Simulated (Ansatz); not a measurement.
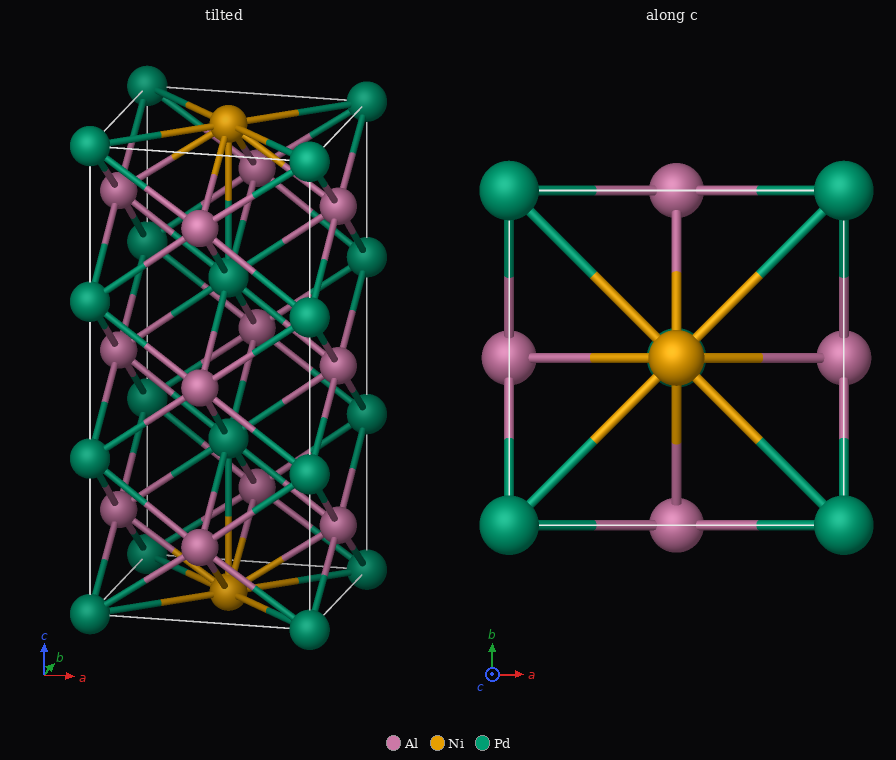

The figure gives a ball-and-stick picture of the atoms, viewed slightly off an axis and along the c axis. Thin lines show the conventional unit cell, with boundary atoms drawn in all their periodic places.

Al$_{6}$NiPd$_{5}$, space group P4/mmm (No. 123), a = 4.297 Å, b = 4.297 Å, c = 9.215 Å, α = 90.00°, β = 90.00°, γ = 90.00°. It goes back to a structure type filled with these elements by a generator (whether the compound takes this form wasn't checked). Earlier steps of the study, as a rule a relaxation of our own, may have changed the cell and positions, so they can lie some per cent off the listed ones. A calculation with Ansatz used it as input.

This one geometry was computed with Ansatz (DFT, plane waves, PAW) at three levels of theory: PBE, LDA and r2SCAN.

> Which level gives the highest pressure at this volume, and what does that say about its equilibrium volume?

Highest: PBE (0.0 GPa), which points to the largest equilibrium volume. Lowest, with the smallest volume: LDA (-9.5 GPa). Levels within 0.5 GPa of each other can't be told apart.

> How does the band gap change with the level of theory?

All levels give a metal.

> Collect the results in a table.

| level | cutoff (eV) | k-mesh of the run's cell | gap (eV) | pressure (GPa) |
| --- | --- | --- | --- | --- |
| PBE | 420 | 10×10×4 | metal | 0.0 |
| LDA | 420 | 10×10×4 | metal | -9.5 |
| r2SCAN | 500 | 10×10×4 | metal | -4.1 |

Gaps are taken on the k-mesh or band path of each run.
